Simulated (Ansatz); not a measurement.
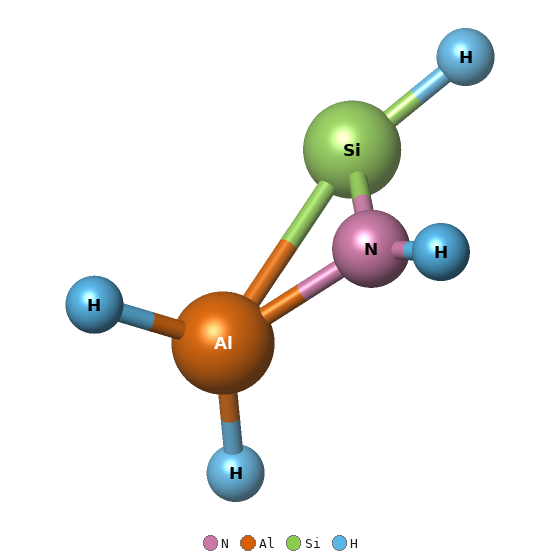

The picture shows a molecular structure as a ball-and-stick model.

Count the atoms of each element.

AlH₄NSi, 7 atoms: 1 aluminium, 4 hydrogen, 1 nitrogen and 1 silicon.

How many sets of symmetry-equivalent atoms are there?

6: 1 N, 1 Al, 1 Si, 1 H, 1 H, 2 H.

How many bonds of each kind are drawn?

2 Al–H, 1 Al–N, 1 Si–H, 1 Al–Si, 1 N–H, 1 N–Si. Sticks follow a distance rule.

The parts below concern this one geometry. Atoms keep their numbers from picture to picture. Computed geometry: PBE0-D4/def2-TZVP optimisation. No frequency run is at hand to confirm it as a minimum.

## Shape

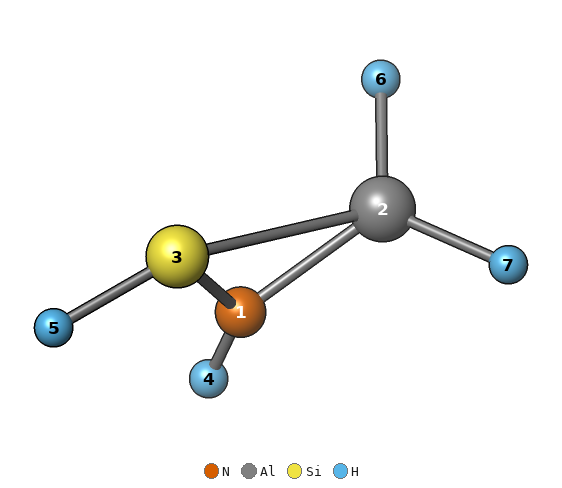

Numbered structure. No frequency run is at hand to confirm it as a minimum.

What are the angles Al2–N1–Si3, Al2–N1–H4, Si3–N1–H4, N1–Al2–Si3, N1–Al2–H6, Si3–Al2–H6, H6–Al2–H7, N1–Si3–Al2, N1–Si3–H5, Al2–Si3–H5?

| angle | degrees |
| --- | --- |
| Al2–N1–Si3 | 94.6 |
| Al2–N1–H4 | 134.8 |
| Si3–N1–H4 | 130.6 |
| N1–Al2–Si3 | 40.1 |
| N1–Al2–H6 | 118.5 |
| Si3–Al2–H6 | 114.8 |
| H6–Al2–H7 | 122.1 |
| N1–Si3–Al2 | 45.3 |
| N1–Si3–H5 | 106.3 |
| Al2–Si3–H5 | 151.6 |

## Electronic properties

No frequency run is at hand to confirm it as a minimum. Method: RKS PBE0-D4/def2-TZVPP (Ansatz 0.2.0).

What is the HOMO–LUMO gap?

4.99 eV.

What is the dispersion correction?

−11.6 kJ/mol.

Give the HOMO energy (Kohn–Sham orbital) at this level.

−6.94 eV.

## Dipole moment

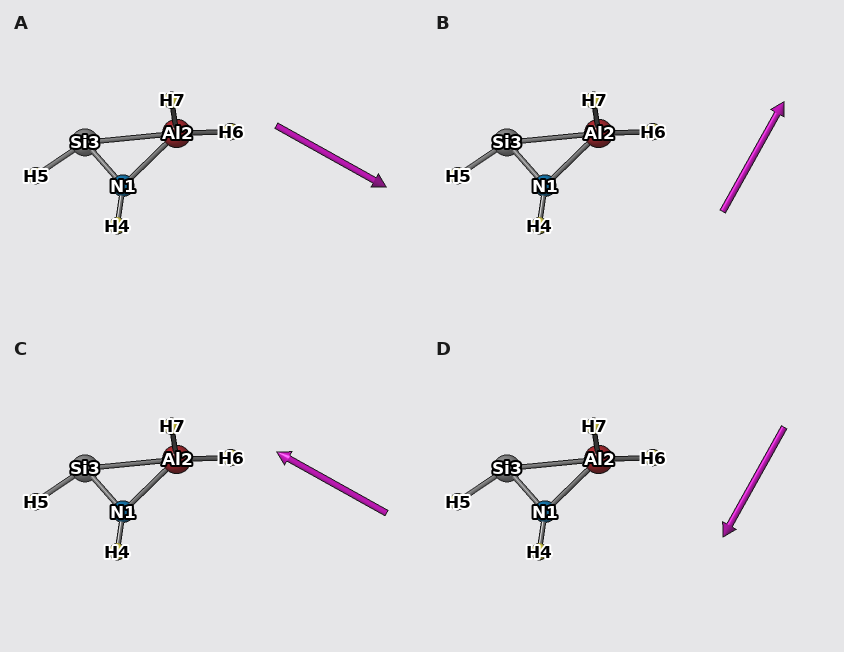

The same molecule four times, each with an arrow. No frequency run is at hand to confirm it as a minimum. Level of theory: RKS PBE0-D4/def2-TZVP (Ansatz 0.2.0).

Which arrow points along the dipole moment, from the negative to the positive end?

D. The dipole moment is 2.10 D; it points from the side of H6, H7 to the side of H4, H5 (the outermost atoms at the two ends).

## Charges

The questions are on Mulliken charges. No frequency run is at hand to confirm it as a minimum. Properties computed with RKS PBE0-D4/def2-TZVP (Ansatz 0.2.0).

List the Mulliken charges.

```tsv
atom	value (e)
N1	−0.47
Al2	0.37
Si3	0.13
H4	0.22
H5	−0.03
H6	−0.11
H7	−0.11
```

Mulliken values depend strongly on the basis set and can even reverse the polarity of a bond.
